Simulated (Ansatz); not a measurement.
A series of calculations on SiH$_{5}$OBr

**1. Relaxation**

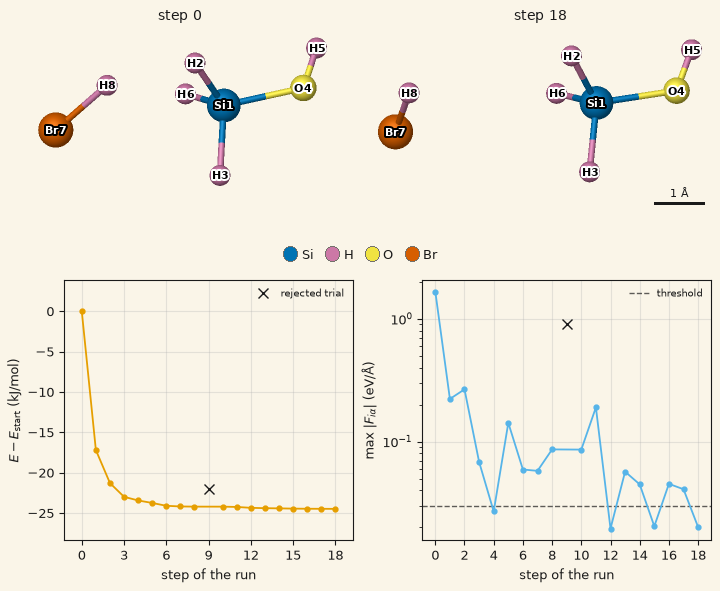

First and last geometry of a relaxation of SiH5OBr, with the history of the run. A ball-and-stick model, seen at a tilt.

The run prepares an end point of a later path (reaction) calculation, from a guessed geometry.

Method: RHF/def2-SVP (Ansatz).

The input:
```yaml
crystal:
  periodic: [false, false, false]
  atoms:
    - { symbol: Si, position_ang: [-0.113528, 0.121774, -0.126427] }
    - { symbol: H, position_ang: [-0.127362, 0.083208, 1.343831] }
    - { symbol: H, position_ang: [1.276869, 0.249236, -0.589272] }
    - { symbol: O, position_ang: [-0.933423, 1.440317, -0.685706] }
    - { symbol: H, position_ang: [-1.875052, 1.483892, -0.631801] }
    - { symbol: H, position_ang: [-0.733552, -1.13023, -0.612104] }
    - { symbol: Br, position_ang: [1.618652, -2.48226, 1.490061] }
    - { symbol: H, position_ang: [0.913696, -1.297538, 2.050419] }
basis:
  gaussian: { orbitals: def2-SVP }
hamiltonian:
  xc: hf
relax:
  f_tol: 0.03
  max_steps: 50
```

Command:
```bash
ansatz run input.yaml --threads 1 --pin off --max-ram 2048MiB --backend cpu --events-out ev --progress --plain --runs-dir out
```

### Did the run converge, and what did it change?

It converged. Over 17 accepted moves (18 points after the start) the energy falls by 24.5 kJ/mol. The largest force component goes from 1.7 to 0.02 eV/Å. The line search rejected the trial step at point 9 of the run. The forces were under the threshold at step 4, but the run went on from there. The atom that moves furthest after the best rigid fit is H8 (1.34 Å). Largest moves by element: H 1.34 Å, Br 0.42 Å, O 0.33 Å, Si 0.29 Å. Among the contacts that change: Si1–Br7 3.521 → 4.219 Å, Br7–H8 1.488 → 1.409 Å, Si1–H2 1.471 → 1.484 Å.

Limits of the set-up: Hartree-Fock leaves out electron correlation.

**2. Relaxation**

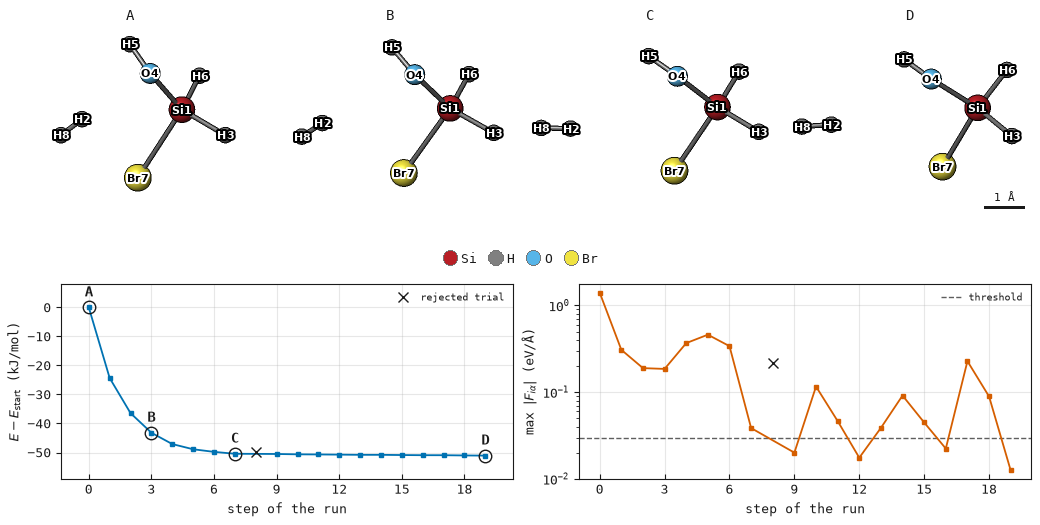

Frames of a relaxation of SiH5OBr, marked on the history of the run. Style: ball-and-stick. Shown at a tilt.

The run prepares an end point of a later path (reaction) calculation, from a guessed geometry.

Computed with Ansatz 0.2.0, RHF/def2-SVP. Settings: no spin polarisation; force threshold 0.03 eV/Å; at most 50 steps.

**Describe the path.**

Over 18 accepted moves (19 points after the start) the energy falls by 51.1 kJ/mol. Largest force component: 1.4 eV/Å at the start, 0.013 eV/Å at the end. The line search rejected the trial step at point 8 of the run. The forces were under the threshold at step 9, but the run went on from there. The atom that moves furthest after the best rigid fit is H8 (1.36 Å). Largest moves by element: H 1.36 Å, Br 0.90 Å, Si 0.44 Å, O 0.42 Å. Among the contacts that change: Si1–Br7 2.289 → 2.239 Å, H2–H8 0.711 → 0.747 Å. Bond angles that change, for instance: O4–Si1–Br7 118.3° → 110.5°, H3–Si1–Br7 104.5° → 108.4°, O4–Si1–H6 108.8° → 111.9°. Groups turn about Si1–O4 by about 25°. The run took 36 s on 1 thread of Arm Neoverse V2, with other jobs on the host, peak memory 0.17 GiB. From step 0 to 3: H2 moves most (0.58 Å), energy −43.2 kJ/mol. From step 3 to 7: H8 moves most (0.70 Å), energy −7.24 kJ/mol. From step 7 to 19: Br7 moves most (0.44 Å), energy −0.64 kJ/mol.

```tsv
step	E − E(0), kJ/mol	largest force component, eV/Å	note
0	0.00	1.4054	
1	-24.32	0.3079	
2	-36.43	0.1894	
3	-43.19	0.1854	
4	-47.09	0.3679	
5	-48.88	0.4602	
6	-49.78	0.3394	
7	-50.44	0.0385	
8	-49.89	0.2168	rejected
9	-50.51	0.0201	
10	-50.63	0.1161	
11	-50.67	0.0464	
12	-50.73	0.0175	
13	-50.80	0.0387	
14	-50.80	0.0914	
15	-50.88	0.0447	
16	-50.93	0.0224	
17	-50.93	0.2277	
18	-51.02	0.0891	
19	-51.07	0.0125
```

Limits of the set-up: Hartree-Fock leaves out electron correlation.

**3. Path**

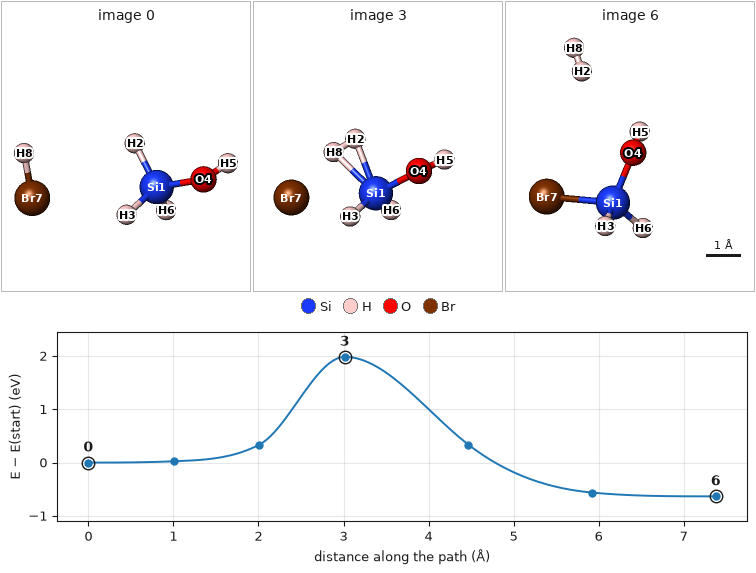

NEB run on SiH5OBr, made up at the start of SiH₄O and HBr. Images are numbered from 0 (start) to 6 (end). A ball-and-stick model, seen at a tilt.

The calculation used RHF/def2-SVP in Ansatz. Settings: 5 movable images; climbing image; force threshold 0.03 eV/Å; iteration limit 60; starting path through a guess of the saddle point.

Q: Read off the barrier and say what moves.

A: The highest point, image 3, lies 1.98 eV above the start and 2.62 eV above the end; the end is at −0.63 eV relative to the start. Breaking: Br7–H8 (1.41 → 2.00 at the top → 4.85 Å), Si1–H2 (1.48 → 1.74 at the top → 4.11 Å). Forming: H2–H8 (3.55 → 0.84 at the top → 0.75 Å), Si1–Br7 (4.22 → 2.85 at the top → 2.24 Å). The band is converged. At the top, the vibrational analysis gives one imaginary mode (608i cm⁻¹), as a transition state must have.

Limits of the set-up: the start holds two separate molecules, 3.6 Å apart at their closest, whose relative position is a soft coordinate and is computed without a dispersion correction; Hartree-Fock leaves out electron correlation.
